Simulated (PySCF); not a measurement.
# C6H6N+: excited states, first hyperpolarisability

What do calculations give for the excited states, first hyperpolarisability of C6H6N+ (`c1ccnc[cH+]c1`)?

Computed with PySCF 2.14.0 and routines of our own; the level stands in each step. Atoms count from 0.

## 1. The system as given

13 atoms, charge 1, multiplicity 1; geometry from: GFN2-xTB.

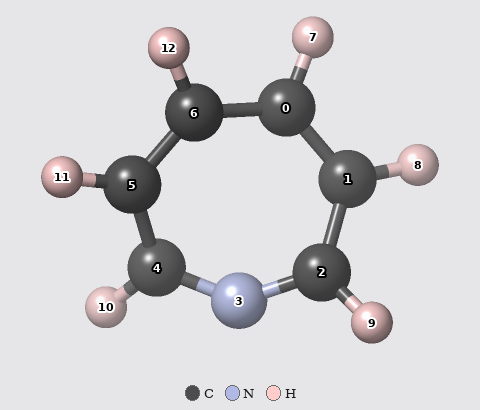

The starting geometry (carbon dark grey, nitrogen light blue, hydrogen pink).

## 2. Geometry optimisation at PBE0-D3(BJ)/def2-SVP

What the job is given:

```
{"job": {"xc": "PBE0", "basis": "def2-SVP", "d3": "d3bj", "grid": 2, "kind": "geom"}, "charge": 1, "multiplicity": 1}
C      0.867285     1.036367    -0.234682
C      1.566090    -0.136463    -0.203295
C      0.952363    -1.320983     0.304846
N     -0.267674    -1.566046     0.019675
C     -1.338833    -0.937958    -0.276464
C     -1.522350     0.396040     0.198482
C     -0.474523     1.271583     0.197081
H      1.421462     1.927422    -0.507313
H      2.611456    -0.159234    -0.479698
H      1.510524    -2.068071     0.857204
H     -2.115536    -1.472806    -0.810728
H     -2.513943     0.727207     0.475758
H     -0.700710     2.303429     0.441407
```

Run with:

```console
> OMP_NUM_THREADS=1 python excited_run.py task.json out
```

One launch serves the whole session: the jobs run in the order shown.

Output:

```text
step   0  E = -286.13747315  max force = 0.013059
step   1  E = -286.14024971  max force = 0.002043
step   2  E = -286.14043268  max force = 0.003049
step   3  E = -286.14051063  max force = 0.003892
step   4  E = -286.14061925  max force = 0.003845
step   5  E = -286.14065274  max force = 0.001385
step   6  E = -286.14066080  max force = 0.000354
optimisation converged
```

It took 46 s on 1 thread of Arm Neoverse V1, shared host; peak memory 0.69 GiB.

Along the way:

```
step  energy from step 0 (eV)  largest force component (eV/Å)
   0                   0.0000                          0.6715
   1                  -0.0756                          0.1051
   2                  -0.0805                          0.1568
   3                  -0.0827                          0.2001
   4                  -0.0856                          0.1977
   5                  -0.0865                          0.0712
   6                  -0.0867                          0.0182
```

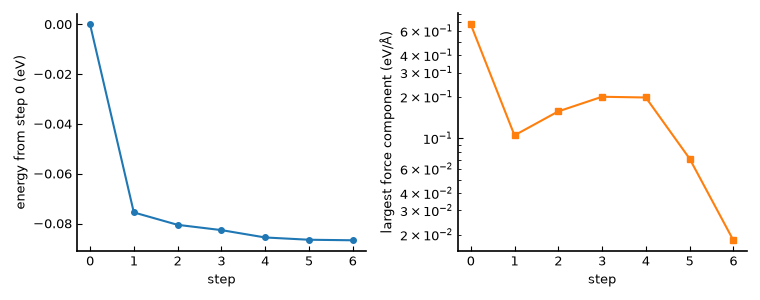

Energy and largest force along the relaxation.

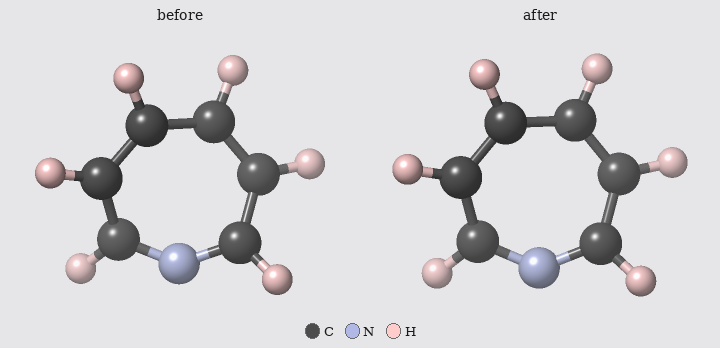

Before and after, at one scale.

Close pairs (by a distance rule), those that changed most:

```
  bond  before (Å)  after (Å)  change (Å)
 N3–C4       1.277      1.302      +0.026
 C2–N3       1.277      1.302      +0.025
C4–H10       1.084      1.099      +0.015
 C2–H9       1.084      1.099      +0.015
 C5–C6       1.365      1.379      +0.013
 C0–C1       1.366      1.379      +0.013
 C1–H8       1.082      1.095      +0.013
C5–H11       1.082      1.095      +0.013
```

The final coordinates are the input of the step that follows.

```
                         at the end point                value
  point group (found at 0.08 Å tolerance)                   C2
rotational constants (GHz, main isotopes)  4.047, 3.829, 2.019
```

## 3. Excited states: TDA CAM-B3LYP/def2-TZVPD

What the job is given:

```
{"job": {"kind": "states", "xc": "CAM-B3LYP", "basis": "def2-TZVPD", "tda": true, "soc": true, "nstates": 6, "ntriplets": 5, "nquad": 4}, "charge": 1, "multiplicity": 1}
C      0.908263     0.369432     0.444030
C      1.591322    -0.828257     0.459517
C      0.989283    -2.059145     0.834906
N     -0.262485    -2.355415     0.633129
C     -1.347798    -1.669554     0.416032
C     -1.505273    -0.298328     0.752669
C     -0.464919     0.606598     0.737349
H      1.511223     1.266695     0.269364
H      2.672676    -0.817715     0.289431
H      1.610558    -2.849229     1.278781
H     -2.197739    -2.222586    -0.007097
H     -2.521311     0.074347     0.917352
H     -0.737158     1.657135     0.883603
```

With the program's defaults for keys left out, this is: TDA CAM-B3LYP/def2-TZVPD excited states, vertical, gas phase, spin-orbit mean-field couplings.

Output:

```text
coarse grid: 11304 points
cycle   1  E = -286.5943944708  dE =  1.606e+00  |g| = 3.254e-01  |ddm| = 4.119e+00
cycle   2  E = -286.6085837121  dE = -1.419e-02  |g| = 3.000e-01  |ddm| = 1.783e+00
cycle   3  E = -286.6255725752  dE = -1.699e-02  |g| = 7.706e-02  |ddm| = 3.989e-01
cycle   4  E = -286.6264391042  dE = -8.665e-04  |g| = 4.054e-02  |ddm| = 1.721e-01
cycle   5  E = -286.6268093197  dE = -3.702e-04  |g| = 6.977e-03  |ddm| = 7.722e-02
cycle   6  E = -286.6268222095  dE = -1.289e-05  |g| = 2.861e-03  |ddm| = 1.677e-02
cycle   7  E = -286.6268244942  dE = -2.285e-06  |g| = 7.871e-04  |ddm| = 6.273e-03
final grid: 110472 points
cycle   8  E = -286.6183650113  dE = -3.432e-05  |g| = 3.500e-03  |ddm| = 2.283e-01
cycle   9  E = -286.6183661393  dE = -1.128e-06  |g| = 2.819e-03  |ddm| = 1.568e-02
cycle  10  E = -286.6183677895  dE = -1.650e-06  |g| = 6.748e-04  |ddm| = 5.271e-03
cycle  11  E = -286.6183678752  dE = -8.570e-08  |g| = 2.921e-04  |ddm| = 1.456e-03
cycle  12  E = -286.6183678976  dE = -2.243e-08  |g| = 7.114e-05  |ddm| = 5.432e-04
cycle  13  E = -286.6183679000  dE = -2.351e-09  |g| = 2.114e-05  |ddm| = 2.176e-04
cycle  14  E = -286.6183679006  dE = -6.403e-10  |g| = 1.520e-05  |ddm| = 9.009e-05
converged SCF energy = -286.6183679006

Singlet excitations
state   eV       nm        f     d(h-e)  d(exc)  Lambda  PR(NTO)  |dmu|/D   mu/D   main configurations
  1   3.7101   334.2   0.00941   0.963   2.719   0.703   1.012    1.799    0.185   H->L+1 0.86, H-1->L+1 0.11
  2   3.7909   327.1   0.03604   0.613   2.605   0.700   1.184    0.849    0.766   H->L 0.80, H-1->L 0.11
  3   5.2025   238.3   0.01466   0.133   2.657   0.754   2.009    0.449    2.064   H-1->L+1 0.50, H-2->L 0.41
  4   5.3270   232.7   0.04745   0.160   2.715   0.783   1.398    0.231    1.845   H-1->L 0.78, H-2->L+1 0.14
  5   6.3487   195.3   0.01493   0.111   2.753   0.603   1.076                     H-3->L+1 0.86
  6   6.4014   193.7   0.00170   0.528   2.761   0.622   1.107                     H-3->L 0.93

Triplet excitations (Tamm-Dancoff)
state   eV     d(h-e)  d(exc)  Lambda  PR(NTO)   main configurations
  1   2.8141   0.587   2.615   0.695   1.087   H->L+1 0.94
  2   2.8654   0.464   2.602   0.682   1.017   H->L 0.97
  3   3.8272   0.071   2.538   0.780   1.200   H-1->L 0.88
  4   3.9223   0.570   2.544   0.749   1.116   H-1->L+1 0.93
  5   4.2690   0.214   2.476   0.816   1.243   H-2->L+1 0.88
S1 - T1 = 0.8960 eV

Spin-orbit couplings |<S|Hso|T>| (cm-1)
             T1       T2       T3       T4       T5
S0       14.247    2.022    2.569   15.460    0.203
S1        0.539    5.185    2.189    0.698    9.082
S2        8.056    0.243    1.156    6.738    0.426
S3        1.020    7.128    1.858    0.165    0.995
S4        2.590    1.102    0.109    2.001    0.209
S5        6.879    0.083    0.281    6.579    0.219
S6        0.667    7.611    5.143    0.196    2.020
T1 sublevels (cm-1): 0.000 0.001 0.053   radiative rates (1/s): 0.301 0.0295 4.07
```

Wall time 64 s (1 thread of Arm Neoverse V1, shared host); peak memory 1.2 GiB.

In short:

```
  quantity    value
S1 less T1  0.90 eV
```

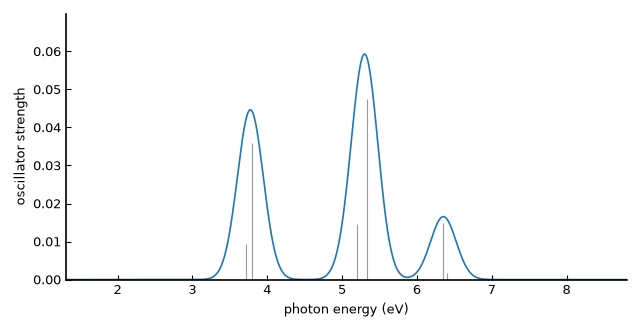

Absorption lines of the singlets. Lines are broadened to a width of 0.40 eV (Gaussian).

## 4. Excited states: TDDFT CAM-B3LYP/def2-TZVPD

The job, as its differences from that of step 3:

```diff
@@ -1,2 +1,2 @@
-{"job": {"kind": "states", "xc": "CAM-B3LYP", "basis": "def2-TZVPD", "tda": true, "soc": true, "nstates": 6, "ntriplets": 5, "nquad": 4}, "charge": 1, "multiplicity": 1}
+{"job": {"kind": "states", "xc": "CAM-B3LYP", "basis": "def2-TZVPD", "tpa": true, "nstates": 8, "nquad": 6, "ntriplets": 0}, "charge": 1, "multiplicity": 1}
 C      0.908263     0.369432     0.444030
```

With the program's defaults for keys left out, this is: TDDFT CAM-B3LYP/def2-TZVPD excited states, vertical, gas phase, two-photon moments by quadratic response.

Output:

```text
coarse grid: 11304 points
cycle   1  E = -286.5943944708  dE =  1.606e+00  |g| = 3.254e-01  |ddm| = 4.119e+00
cycle   2  E = -286.6085837121  dE = -1.419e-02  |g| = 3.000e-01  |ddm| = 1.783e+00
cycle   3  E = -286.6255725752  dE = -1.699e-02  |g| = 7.706e-02  |ddm| = 3.989e-01
cycle   4  E = -286.6264391042  dE = -8.665e-04  |g| = 4.054e-02  |ddm| = 1.721e-01
cycle   5  E = -286.6268093197  dE = -3.702e-04  |g| = 6.977e-03  |ddm| = 7.722e-02
cycle   6  E = -286.6268222095  dE = -1.289e-05  |g| = 2.861e-03  |ddm| = 1.677e-02
cycle   7  E = -286.6268244942  dE = -2.285e-06  |g| = 7.871e-04  |ddm| = 6.273e-03
final grid: 110472 points
cycle   8  E = -286.6183650113  dE = -3.432e-05  |g| = 3.500e-03  |ddm| = 2.283e-01
cycle   9  E = -286.6183661393  dE = -1.128e-06  |g| = 2.819e-03  |ddm| = 1.568e-02
cycle  10  E = -286.6183677895  dE = -1.650e-06  |g| = 6.748e-04  |ddm| = 5.271e-03
cycle  11  E = -286.6183678752  dE = -8.570e-08  |g| = 2.921e-04  |ddm| = 1.456e-03
cycle  12  E = -286.6183678976  dE = -2.243e-08  |g| = 7.114e-05  |ddm| = 5.432e-04
cycle  13  E = -286.6183679000  dE = -2.351e-09  |g| = 2.114e-05  |ddm| = 2.176e-04
cycle  14  E = -286.6183679006  dE = -6.403e-10  |g| = 1.520e-05  |ddm| = 9.009e-05
converged SCF energy = -286.6183679006

Singlet excitations
state   eV       nm        f     d(h-e)  d(exc)  Lambda  PR(NTO)  |dmu|/D   mu/D   delta(TPA)   sigma/GM   main configurations
  1   3.6334   341.2   0.00781   0.933   2.720   0.701   1.023    1.763    0.151        0.80      0.004   H->L+1 0.90
  2   3.6768   337.2   0.03061   0.582   2.606   0.696   1.202    0.926    0.690        3.80      0.019   H->L 0.85, H-1->L 0.09
  3   5.0768   244.2   0.01641   0.100   2.653   0.752   2.002    0.303    1.917        1.65      0.016   H-1->L+1 0.57, H-2->L 0.36
  4   5.1425   241.1   0.04252   0.148   2.706   0.779   1.392    0.266    1.880       32.40      0.314   H-1->L 0.83, H-2->L+1 0.10
  5   6.2314   199.0   0.10271   0.090   2.730   0.672   1.191    0.153    1.462        8.91      0.127   H-3->L+1 0.51, H-2->L+1 0.39
  6   6.2677   197.8   0.32927   0.253   2.756   0.716   2.486    0.459    2.073       38.90      0.560   H-2->L 0.55, H-1->L+1 0.31
  7   6.3602   194.9   0.00028   0.540   2.764   0.622   1.093                                            H-3->L 0.94
  8   6.5103   190.4   0.21927   0.652   2.690   0.680   1.282                                            H-3->L+1 0.45, H-2->L+1 0.43
```

It took 81 s on 1 thread of Arm Neoverse V1, shared host; peak memory 1.2 GiB.

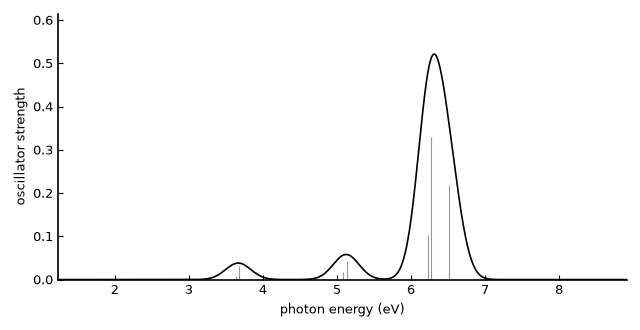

Absorption lines of the singlets. Lines are broadened to a width of 0.40 eV (Gaussian).

## 5. First hyperpolarisability: quadratic response CAM-B3LYP/def2-TZVPD

The job, as its differences from that of step 4:

```diff
@@ -1,2 +1,2 @@
-{"job": {"kind": "states", "xc": "CAM-B3LYP", "basis": "def2-TZVPD", "tpa": true, "nstates": 8, "nquad": 6, "ntriplets": 0}, "charge": 1, "multiplicity": 1}
+{"job": {"kind": "beta", "xc": "CAM-B3LYP", "basis": "def2-TZVPD"}, "charge": 1, "multiplicity": 1}
 C      0.908263     0.369432     0.444030
```

With the program's defaults for keys left out, this is: quadratic response CAM-B3LYP/def2-TZVPD first hyperpolarisability, Taylor convention, gas phase.

Output:

```text
coarse grid: 11304 points
cycle   1  E = -286.5943944708  dE =  1.606e+00  |g| = 3.254e-01  |ddm| = 4.119e+00
cycle   2  E = -286.6085837121  dE = -1.419e-02  |g| = 3.000e-01  |ddm| = 1.783e+00
cycle   3  E = -286.6255725752  dE = -1.699e-02  |g| = 7.706e-02  |ddm| = 3.989e-01
cycle   4  E = -286.6264391042  dE = -8.665e-04  |g| = 4.054e-02  |ddm| = 1.721e-01
cycle   5  E = -286.6268093197  dE = -3.702e-04  |g| = 6.977e-03  |ddm| = 7.722e-02
cycle   6  E = -286.6268222095  dE = -1.289e-05  |g| = 2.861e-03  |ddm| = 1.677e-02
cycle   7  E = -286.6268244942  dE = -2.285e-06  |g| = 7.871e-04  |ddm| = 6.273e-03
final grid: 110472 points
cycle   8  E = -286.6183650113  dE = -3.432e-05  |g| = 3.500e-03  |ddm| = 2.283e-01
cycle   9  E = -286.6183661393  dE = -1.128e-06  |g| = 2.819e-03  |ddm| = 1.568e-02
cycle  10  E = -286.6183677895  dE = -1.650e-06  |g| = 6.748e-04  |ddm| = 5.271e-03
cycle  11  E = -286.6183678752  dE = -8.570e-08  |g| = 2.921e-04  |ddm| = 1.456e-03
cycle  12  E = -286.6183678976  dE = -2.243e-08  |g| = 7.114e-05  |ddm| = 5.432e-04
cycle  13  E = -286.6183679000  dE = -2.351e-09  |g| = 2.114e-05  |ddm| = 2.176e-04
cycle  14  E = -286.6183679006  dE = -6.403e-10  |g| = 1.520e-05  |ddm| = 9.009e-05
converged SCF energy = -286.6183679006

Lowest singlets (eV, f): 3.6334 0.0078  3.6768 0.0306  5.0768 0.0164

First hyperpolarisability (au)
process     nm      |vector|   parallel      HRS      DR
static         -        9.40       5.64       9.03   1.804
shg       1907.0        9.74       5.85       9.39   1.757
eope      1907.0        9.57       5.74          -       -
shg       1064.0        6.48       3.88      10.33   1.193
eope      1064.0        9.75       5.85          -       -
```

Wall time 59 s (1 thread of Arm Neoverse V1, shared host); peak memory 1.2 GiB.

## 6. Excited states: TDA CAM-B3LYP/def2-TZVPD in chloroform

The job, as its differences from that of step 5:

```diff
@@ -1,2 +1,2 @@
-{"job": {"kind": "beta", "xc": "CAM-B3LYP", "basis": "def2-TZVPD"}, "charge": 1, "multiplicity": 1}
+{"job": {"kind": "states", "xc": "CAM-B3LYP", "basis": "def2-TZVPD", "tda": true, "soc": true, "nstates": 6, "ntriplets": 5, "nquad": 4, "solvent": "chloroform"}, "charge": 1, "multiplicity": 1}
 C      0.908263     0.369432     0.444030
```

Level: TDA CAM-B3LYP/def2-TZVPD excited states, vertical, IEF-PCM chloroform (non-equilibrium response), spin-orbit mean-field couplings.

Output:

```text
coarse grid: 11304 points
cycle   1  E = -286.6668428963  dE =  1.534e+00  |g| = 3.139e-01  |ddm| = 4.117e+00
cycle   2  E = -286.6816170394  dE = -1.477e-02  |g| = 2.748e-01  |ddm| = 1.498e+00
cycle   3  E = -286.6958568460  dE = -1.424e-02  |g| = 6.941e-02  |ddm| = 3.256e-01
cycle   4  E = -286.6965938377  dE = -7.370e-04  |g| = 3.506e-02  |ddm| = 1.585e-01
cycle   5  E = -286.6968638060  dE = -2.700e-04  |g| = 5.418e-03  |ddm| = 5.260e-02
cycle   6  E = -286.6968715020  dE = -7.696e-06  |g| = 2.048e-03  |ddm| = 1.299e-02
final grid: 110472 points
cycle   7  E = -286.6883898914  dE = -3.433e-05  |g| = 4.473e-03  |ddm| = 2.330e-01
cycle   8  E = -286.6883909896  dE = -1.098e-06  |g| = 3.961e-03  |ddm| = 1.632e-02
cycle   9  E = -286.6883947940  dE = -3.804e-06  |g| = 6.165e-04  |ddm| = 6.935e-03
cycle  10  E = -286.6883948908  dE = -9.679e-08  |g| = 1.964e-04  |ddm| = 1.160e-03
cycle  11  E = -286.6883949047  dE = -1.387e-08  |g| = 7.204e-05  |ddm| = 6.063e-04
cycle  12  E = -286.6883949070  dE = -2.309e-09  |g| = 3.072e-05  |ddm| = 1.465e-04
cycle  13  E = -286.6883949078  dE = -8.105e-10  |g| = 1.589e-05  |ddm| = 1.163e-04
converged SCF energy = -286.6883949078

Singlet excitations
state   eV       nm        f     d(h-e)  d(exc)  Lambda  PR(NTO)  |dmu|/D   mu/D   main configurations
  1   3.7606   329.7   0.01391   0.938   2.725   0.710   1.013    2.071    0.128   H->L+1 0.86, H-1->L+1 0.11
  2   3.7887   327.2   0.05004   0.601   2.617   0.703   1.160    1.040    0.918   H->L 0.80, H-1->L 0.11
  3   5.1646   240.1   0.02328   0.109   2.663   0.748   1.977    0.466    2.420   H-1->L+1 0.52, H-2->L 0.39
  4   5.2621   235.6   0.07079   0.157   2.718   0.774   1.315    0.266    2.220   H-1->L 0.80, H-2->L+1 0.11
  5   6.3116   196.4   0.03102   0.099   2.754   0.607   1.085                     H-3->L+1 0.83, H-2->L+1 0.09
  6   6.3482   195.3   0.00028   0.594   2.778   0.621   1.072                     H-3->L 0.93

Triplet excitations (Tamm-Dancoff)
state   eV     d(h-e)  d(exc)  Lambda  PR(NTO)   main configurations
  1   2.8627   0.557   2.618   0.704   1.088   H->L+1 0.94
  2   2.9190   0.412   2.617   0.688   1.016   H->L 0.97
  3   3.8207   0.010   2.539   0.773   1.199   H-1->L 0.88
  4   3.9460   0.598   2.554   0.741   1.111   H-1->L+1 0.93
  5   4.2677   0.224   2.479   0.816   1.242   H-2->L+1 0.88
S1 - T1 = 0.8978 eV

Spin-orbit couplings |<S|Hso|T>| (cm-1)
             T1       T2       T3       T4       T5
S0       13.566    1.898    2.603   15.800    0.293
S1        0.577    5.076    1.975    0.774    8.875
S2        7.434    0.298    1.170    6.534    0.526
S3        1.108    6.715    1.915    0.211    0.675
S4        2.195    1.182    0.048    2.184    0.187
S5        6.800    0.153    0.306    6.852    0.212
S6        0.502    7.351    5.652    0.247    2.192
T1 sublevels (cm-1): 0.000 0.001 0.042   radiative rates (1/s): 0.478 0.0289 1.6
```

Wall time 61 s (1 thread of Arm Neoverse V1, shared host); peak memory 1.2 GiB.

Key values:

```
  quantity    value
S1 less T1  0.90 eV
```

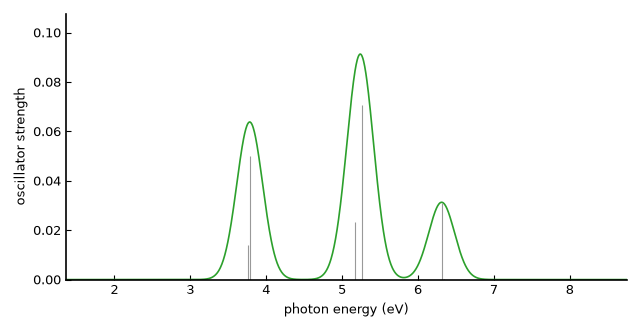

Absorption lines of the singlets. Lines are broadened to a width of 0.40 eV (Gaussian).

## 7. Outcome

```
                                                   quantity                                           value
                                                point group                                              C2
                       rotational constants (main isotopes)                            4.05, 3.83, 2.02 GHz
              S1 less T1 (step 3, TDA CAM-B3LYP/def2-TZVPD)                                         0.90 eV
 β vector (step 5, quadratic response CAM-B3LYP/def2-TZVPD)  static 9, SHG 1907.0 nm 10, SHG 1064.0 nm 6 au
S1 less T1 (step 6, TDA CAM-B3LYP/def2-TZVPD in chloroform)                                         0.90 eV
```

**Reading.** Relaxing lowered the energy by 0.087 eV in 6 steps; the close pair that moved most is N3–C4, from 1.277 to 1.302 Å. No frequency check was run at this level, so the end point may be a saddle. In step 3, the number of triplets below S1 is 2, and the largest singlet-triplet spin-orbit coupling is S0–T4, 15.46 cm⁻¹. In step 6, the number of triplets below S1 is 2, and the largest singlet-triplet spin-orbit coupling is S0–T4, 15.80 cm⁻¹.
